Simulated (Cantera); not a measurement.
Charge: 1 mol SiF₄, 1.7 mol NH₃, 5.7 mol H₂, equilibrated at 1348.15 K.

Method: chemical equilibrium by Gibbs-energy minimisation in Cantera with the NASA 1993 tables (ideal gas, pure condensed phases). Candidate condensed phases: Si, Si₃N₄; 37 gas species. The tables' values for SiF₃, SiF₂ are old estimates; treat these amounts as uncertain. The numbers say what is thermodynamically allowed, not how fast it happens.

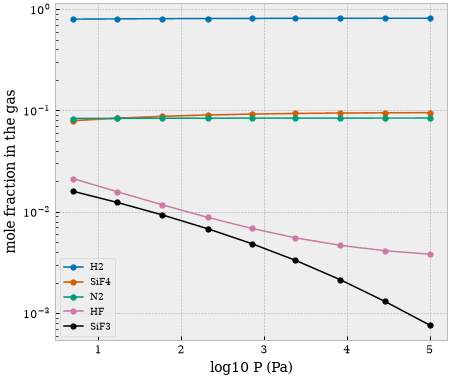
Figure: Equilibrium gas composition (values under 1e-9 drawn at 1e-9)

From 5.00 Pa to 1.00 bar nothing is condensed. The main Si-bearing gas is SiF₄ throughout.
